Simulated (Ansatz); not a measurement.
# H$_{6}$O$_{7}$Si$_{2}$: what the fields show

Input file:

```
crystal:
  periodic: [false, false, false]
  atoms:
    - {symbol: O, position_ang: [-1.721485, -1.491262, -0.097142]}
    - {symbol: Si, position_ang: [-0.094285, -1.405106, -0.069494]}
    - {symbol: O, position_ang: [0.487078, -2.506082, -1.108431]}
    - {symbol: O, position_ang: [0.556097, -1.693932, 1.407999]}
    - {symbol: O, position_ang: [0.388375, 0.114070, -0.399166]}
    - {symbol: Si, position_ang: [0.190688, 1.452119, 0.506477]}
    - {symbol: O, position_ang: [-1.425767, 1.485025, 0.780921]}
    - {symbol: O, position_ang: [0.607087, 2.817890, -0.262149]}
    - {symbol: O, position_ang: [1.083666, 1.342287, 1.865327]}
    - {symbol: H, position_ang: [-2.161916, -0.682171, 0.184279]}
    - {symbol: H, position_ang: [-0.018551, -2.652797, -1.909004]}
    - {symbol: H, position_ang: [0.408234, -2.557260, 1.796068]}
    - {symbol: H, position_ang: [-1.773251, 2.215856, 1.293717]}
    - {symbol: H, position_ang: [1.529289, 3.074094, -0.217070]}
    - {symbol: H, position_ang: [1.185759, 0.443300, 2.195840]}
basis:
  gaussian: {orbitals: "def2-TZVPPD.json"}
hamiltonian: {xc: pbe0, dispersion: d4}
output: {orbitals: {seedname: orbitals}}
```

Command:

```sh
ansatz run in.yaml --threads 11 --pin off --events-out ev --progress --plain --max-ram 174080MiB --backend cuda --devices 0, --max-vram 75GiB
```

Geometry: PBE0-D4/def2-TZVP.

Theory: Ansatz, RKS PBE0-D4/def2-TZVPPD.

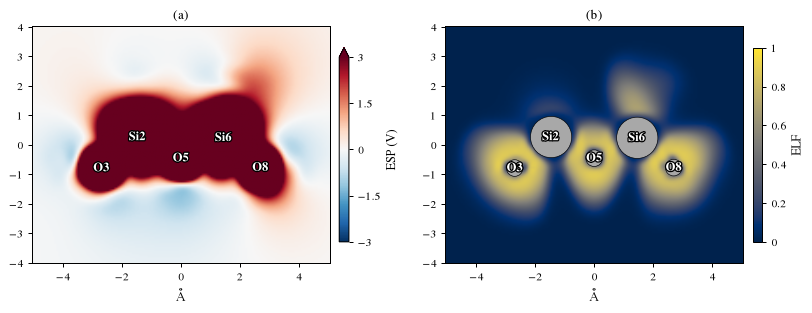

Figure 1. (a) electrostatic potential; (b) ELF on the plane of atoms O3, Si2 and O5. Grey discs cover the atomic cores in the ELF map.

Question: Interpret the plot.

Answer: The section cuts through Si and O sites. Si–O (1.62 Å): the ELF peaks at about 0.90 between the atoms, as expected for a short, strongly polar bond. The ELF also peaks beside O3, O5 and O8, away from the bonds: lone-pair regions. Outside the dense part of the molecule the potential is most negative (−1.2 V) near O5.

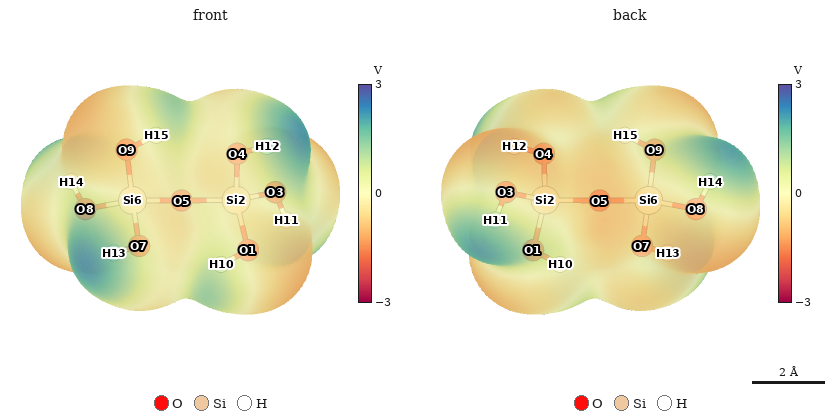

Figure 2. The molecular electrostatic potential painted on the density surface at 0.001 e/bohr³, seen from the front and from behind; the colour scale runs from red (negative) to blue (positive).

Question: Describe the electrostatic potential map.

Answer: The most negative region (about −1.1 V, or −25 kcal/mol for a unit charge) lies over O1, O3, O8 and O9, the most positive (about +2.2 V, or +51 kcal/mol for a unit charge) over H12 and H13.

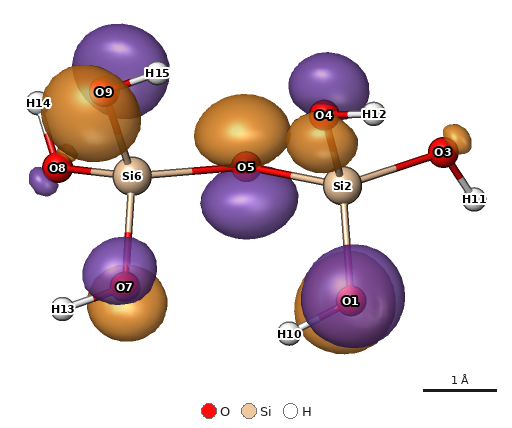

Figure 3. The HOMO at ±0.15 Å⁻³ᐟ² (orange and purple are the two phases), seen at a tilt.

Question: Describe this orbital and give its energy.

Answer: It lies mainly on O1 (about 25 %), O9 (about 25 %), O5 (about 20 %), O7 (about 10 %) and O4 (about 10 %); largely a combination of lone pairs on O1, O9, O5, O7 and O4. Its energy is −9.13 eV.
